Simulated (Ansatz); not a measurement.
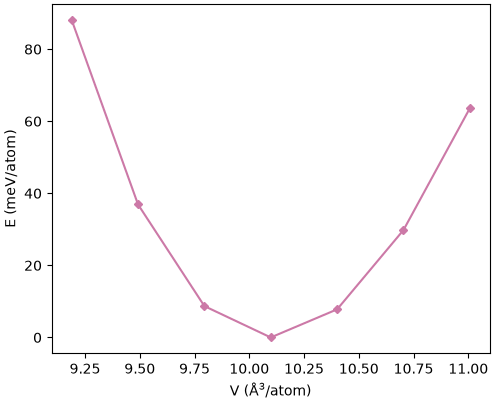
*BRh (NiAs type, P6_3/mmc) under volume change, r²SCAN (plane waves, PAW; program Ansatz), shape and atoms relaxed at each volume.*

### Question
What does a third-order Birch–Murnaghan fit give for V₀, B₀ and B′?

### Answer
V₀ = 10.10 Å³/atom, B₀ = 291 GPa, B′ = 4.4.

The first step of the workflow began from a Materials Project structure, measured or hypothetical; the Crystallography Open Database copy checked does not list it. Its standing as an ambient phase is unchecked. The r²SCAN relaxation kept the symmetry of its start; whether a distortion lowers the energy is not shown. The run is not spin-polarised.

Potentials: the later of the program's two PAW sets.
